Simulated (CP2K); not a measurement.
# Two attempts at GaSnPH6 (SMILES [PH2][SnH2][GaH2])

Wanted: energy and forces of GaSnPH6, GFN2-xTB.

The results are computed with CP2K 2026.2.

2 further runs of the same task are left out: 2 set aside as unsound or not needed.

**1. Starting point**

GaSnPH6: 9 atoms, total charge 0, spin state singlet. SMILES: `[PH2][SnH2][GaH2]`. Geometry: a GFN2-xTB relaxation, a rough one for these elements and not checked as a minimum. This is one conformer, not always the lowest.

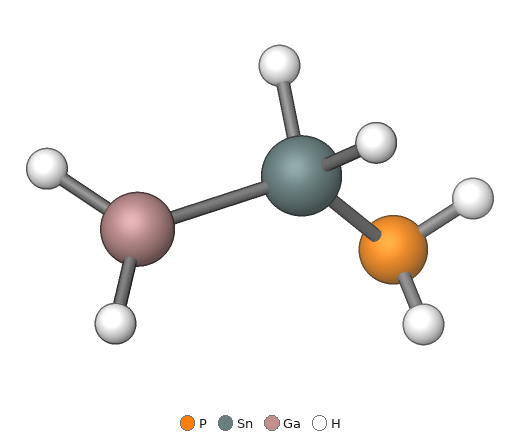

The structure, seen from a chosen angle (phosphorus orange, tin teal, gallium pink, hydrogen white).

**2. Try one**

Contents of gas.inp:

```
&GLOBAL
   PROJECT_NAME gas
   RUN_TYPE ENERGY_FORCE
   PRINT_LEVEL MEDIUM
&END GLOBAL

&FORCE_EVAL
   METHOD QUICKSTEP
   &DFT
      # Quickstep
      &QUICKSTEP
         METHOD XTB
         EPS_DEFAULT 1.0E-10
         &XTB
            GFN_TYPE TBLITE
            &TBLITE
               METHOD GFN2
            &END TBLITE
            CHECK_ATOMIC_CHARGES F
         &END XTB
      &END QS
      # cluster boundary conditions
      &POISSON
         PERIODIC NONE
         POISSON_SOLVER ANALYTIC
      &END POISSON
      &SCF
         SCF_GUESS ATOMIC
         EPS_SCF 1.0E-07
         MAX_SCF 150
         ADDED_MOS 2
         &DIAGONALIZATION
            ALGORITHM STANDARD
         &END DIAGONALIZATION
         &MIXING
            METHOD DIRECT_P_MIXING
            ALPHA 0.4
         &END MIXING
      &END SCF
      &PRINT
         &MOMENTS
            PERIODIC F
            REFERENCE COM
            MAX_MOMENT 1
         &END MOMENTS
         &MO ON
            ENERGIES T
            OCCUPATION_NUMBERS T
            NDIGITS 6
            &EACH
               QS_SCF 0
            &END EACH
            ADD_LAST NUMERIC
         &END MO
         &HIRSHFELD OFF
         &END HIRSHFELD
      &END PRINT
   &END DFT
   # atoms, cell and kinds
   &SUBSYS
      &CELL
         ABC 19.5 21 21.3
         PERIODIC NONE
      &END CELL
      &COORD
         UNIT bohr
         P     -3.5264935     2.0590456    -2.2729437
         Sn     0.6304693     0.7728791    -0.2682277
         Ga     1.3386820    -2.8356285     3.0804048
         H     -3.5734343     0.0265129    -3.9166464
         H     -2.3775778     3.6043502    -4.0370786
         H      1.5027102     3.4391693     1.3493589
         H      3.0249224     0.8723543    -2.4831190
         H      1.0729865    -5.8064859     2.6013403
         H      1.9077352    -2.1321969     5.9469114
      &END COORD
      &TOPOLOGY
         &CENTER_COORDINATES
         &END CENTER_COORDINATES
      &END TOPOLOGY
   &END SUBSYS
   # extra output
   &PRINT
      &FORCES ON
      &END FORCES
   &END PRINT
&END FORCE_EVAL
```

The run is started by

```bash
$ OMP_NUM_THREADS=1 cp2k.psmp gas.inp > gas.out
```

What it wrote:

```text
Possible matches for unknown subsection

 QUICKSTEP

   keyword UKS in section %__ROOT__%FORCE_EVAL%DFT score:  104
   keyword MULTIP in section %__ROOT__%FORCE_EVAL%DFT score:  104
   keyword ROKS in section %__ROOT__%FORCE_EVAL%DFT score:  103
   enum MULLIKEN in section %__ROOT__%FORCE_EVAL%DFT for keyword PLUS_U_METHOD score:  103
   keyword SUBCELLS in section %__ROOT__%FORCE_EVAL%DFT score:  103

 *******************************************************************************
 *   ___                                                                       *
 *  /   \                                                                      *
 * [ABORT]                                                                     *
 *  \___/               unknown subsection QUICKSTEP of section DFT            *
 *    |                                                                        *
 *  O/|                                                                        *
 * /| |                                                                        *
 * / \                                               input/input_parsing.F:192 *
 *******************************************************************************

 ===== Routine Calling Stack =====

            4 section_vals_parse
            3 section_vals_parse
            2 section_vals_parse
            1 read_input

Program received signal SIGABRT: Process abort signal.
```

Run time: 0.51 s. Hardware: 1 thread of Arm Neoverse N1, shared host; peak memory 0.13 GiB.

**3. Diagnosis**

The program refused the input.

The log says `\___/               unknown subsection QUICKSTEP of section DFT`. Cause: unknown section.

**4. Second attempt**

Contents of mol.inp:

```
&GLOBAL
  PROJECT mol
  RUN_TYPE ENERGY_FORCE
  PRINT_LEVEL MEDIUM
&END GLOBAL

&FORCE_EVAL
  METHOD QS
  &DFT
    &QS
      METHOD XTB
      EPS_DEFAULT 1.0E-10
      &XTB
        GFN_TYPE TBLITE
        &TBLITE
          METHOD GFN2
        &END TBLITE
        CHECK_ATOMIC_CHARGES F
      &END XTB
    &END QS
    &POISSON
      PERIODIC NONE
      POISSON_SOLVER ANALYTIC
    &END POISSON
    &SCF
      SCF_GUESS ATOMIC
      EPS_SCF 1.0E-07
      MAX_SCF 150
      ADDED_MOS 2
      &DIAGONALIZATION
        ALGORITHM STANDARD
      &END DIAGONALIZATION
      &MIXING
        METHOD DIRECT_P_MIXING
        ALPHA 0.4
      &END MIXING
    &END SCF
    &PRINT
      &MOMENTS
        PERIODIC F
        REFERENCE COM
        MAX_MOMENT 1
      &END MOMENTS
      &MO ON
        ENERGIES T
        OCCUPATION_NUMBERS T
        NDIGITS 6
        &EACH
          QS_SCF 0
        &END EACH
        ADD_LAST NUMERIC
      &END MO
      &HIRSHFELD OFF
      &END HIRSHFELD
    &END PRINT
  &END DFT
  &SUBSYS
    &CELL
      ABC 19.5 21 21.3
      PERIODIC NONE
    &END CELL
    &COORD
      UNIT bohr
      P     -3.5264935     2.0590456    -2.2729437
      Sn     0.6304693     0.7728791    -0.2682277
      Ga     1.3386820    -2.8356285     3.0804048
      H     -3.5734343     0.0265129    -3.9166464
      H     -2.3775778     3.6043502    -4.0370786
      H      1.5027102     3.4391693     1.3493589
      H      3.0249224     0.8723543    -2.4831190
      H      1.0729865    -5.8064859     2.6013403
      H      1.9077352    -2.1321969     5.9469114
    &END COORD
    &TOPOLOGY
      &CENTER_COORDINATES
      &END CENTER_COORDINATES
    &END TOPOLOGY
  &END SUBSYS
  &PRINT
    &FORCES ON
    &END FORCES
  &END PRINT
&END FORCE_EVAL
```

The run is started by

```bash
$ OMP_NUM_THREADS=1 cp2k.psmp mol.inp > mol.out
```

What it wrote:

```text
CP2K| version string:                                       CP2K version 2026.2
[...]
 GLOBAL| Method name                                                        CP2K
[...]
 GLOBAL| Run type                                                   ENERGY_FORCE
[...]
                             - Atoms:                                          9
[...]
                             - Spherical basis functions:                     33
[...]
 Number of electrons:                                                         18
[...]
  *** SCF run converged in    17 steps ***
[...]
  Fermi energy:                                                -0.31962388021301
[...]
 TB_DIPOLE| Moment [Debye]         -0.16684583      -0.10804647      -0.88686214
 TB_DIPOLE| Derivative [a.u.]       0.00000000       0.00000000       0.00000000
[...]
 ENERGY| Total FORCE_EVAL ( QS ) energy [hartree]             -8.841383494072812
 FORCES| Atomic forces [hartree/bohr]
 FORCES|   Atom     x               y               z               |f|
 FORCES|      1  7.73567122E-05  1.41688912E-04  5.53056627E-05   1.70641510E-04
 FORCES|      2 -1.04574191E-04  1.65108289E-04  2.58627508E-04   3.24167698E-04
 FORCES|      3 -9.62773459E-05 -3.28490770E-05 -2.48628468E-04   2.68634518E-04
 FORCES|      4 -1.46438527E-05 -3.35970841E-05 -1.32301062E-04   1.37283566E-04
 FORCES|      5 -1.65275344E-05 -2.48010850E-04  2.49813871E-05   2.49813152E-04
 FORCES|      6 -2.35252588E-05 -4.85166471E-05  6.27455590E-07   5.39230613E-05
 FORCES|      7  9.96662827E-05  9.26284522E-06 -1.28165319E-04   1.62620777E-04
 FORCES|      8 -4.12353645E-05  3.97345436E-05 -2.41522380E-05   6.21491741E-05
 FORCES|      9  1.19760553E-04  7.17906955E-06  1.93705073E-04   2.27850355E-04
 FORCES| Sum    -2.17653586E-17 -7.60974400E-17 -2.99239800E-17
 FORCES| Total atomic force                                       8.46167583E-17
[...]
```

Wall time 0.53 s (1 thread of Arm Neoverse N1, shared host); peak memory 0.14 GiB.

**5. Outcome**

At GFN2-xTB:

| quantity | value |
| --- | --- |
| total energy | -8.84138 Eh |
| dipole moment (from atomic charges alone) | 0.91 D |
| HOMO energy | -10.71 eV |
| LUMO energy | -7.80 eV |
| HOMO–LUMO gap | 2.91 eV |
| largest force on an atom | 0.017 eV/Å |

The dipole comes from point charges on the atoms alone, without atomic dipoles, so it is partial.
